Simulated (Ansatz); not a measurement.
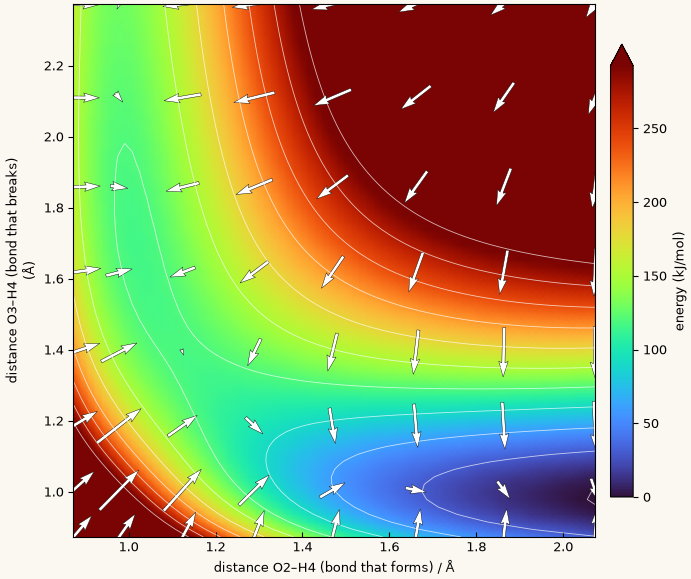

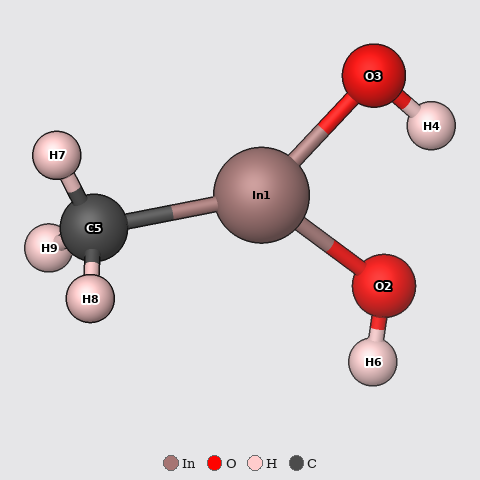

Energy landscape of the reacting system CH5InO2 (fragments CH₅InO₂ where the first distance is long, CH₃InO + H₂O where the second is long). The first coordinate is: distance O2–H4 (bond that forms); the second: distance O3–H4 (bond that breaks). Relaxed at each point: all other coordinates. The scan uses an 8 × 8 grid. Points are written as (first, second). Energies: kJ/mol, counted from the lowest grid point. The reference is spin-restricted, so regions where a bond is pulled apart into radicals lie too high. All numbers below come from Ansatz, RKS PBE0-D4/def2-SVP.

Drawn: a smooth colour map with a few white contour lines, arrows along the force (downhill), their lengths compressed, one colour for all values above the top of the scale. Between grid points the surface is interpolated. The second picture is the structure at the lowest point.

Question: What does the map say about the system?

Answer: The lowest grid point is at (2.073 Å, 1.005 Å). It lies at the edge of the scanned range, so the true minimum may lie outside. A higher local minimum lies near (0.978 Å, 1.858 Å) (119 kJ/mol above the lowest at that grid point). The highest grid point, (0.873 Å, 0.873 Å), lies 736 kJ/mol above the lowest.

The whole map (64 points run) took 28 min on 1 thread of Arm Neoverse V1, with other jobs on the host.
